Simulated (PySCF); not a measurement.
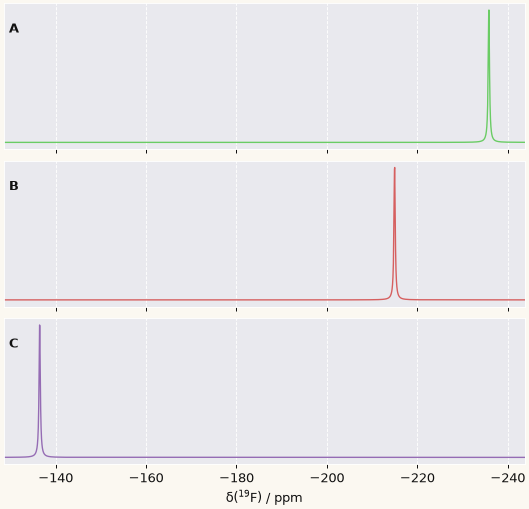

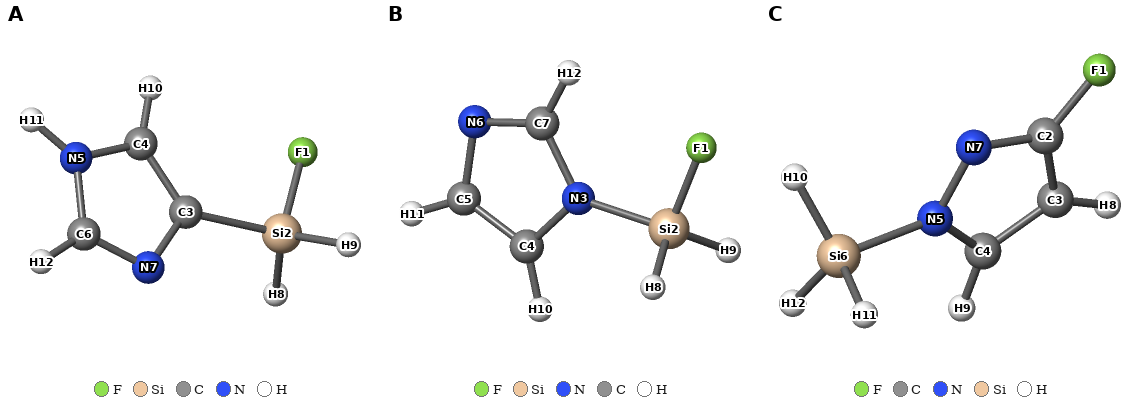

Related molecules: A is C₃H₅FN₂Si, SMILES F[SiH2]c1c[nH]cn1; B is C₃H₅FN₂Si, SMILES F[SiH2]n1ccnc1; C is C₃H₅FN₂Si, SMILES Fc1ccn([SiH3])n1. GIAO ¹⁹F shifts against CFCl₃ (¹⁹F: this reference is a hard case for the method, so all values can be off together by tens of ppm, and differences between signals are safer), PBE0/pcSseg-1 in PySCF 2.14.0, at a GFN2-xTB geometry (no frequency check); fully decoupled, line heights follow the number of nuclei within a panel, widths are arbitrary (no quadrupolar broadening); values of one conformer, averaged over methyl-type rotors and exact or near symmetry; other conformers aren't averaged in.

How does the ¹⁹F shift respond?

Answer. From A (−235.8 ppm) to B (−215.0 ppm) the nucleus is deshielded by 20.8 ppm. From A (−235.8 ppm) to C (−136.5 ppm) the nucleus is deshielded by 99.3 ppm.

Caveats, for all or some of the runs: the tight-binding geometry is rougher than a DFT one and adds to the error.
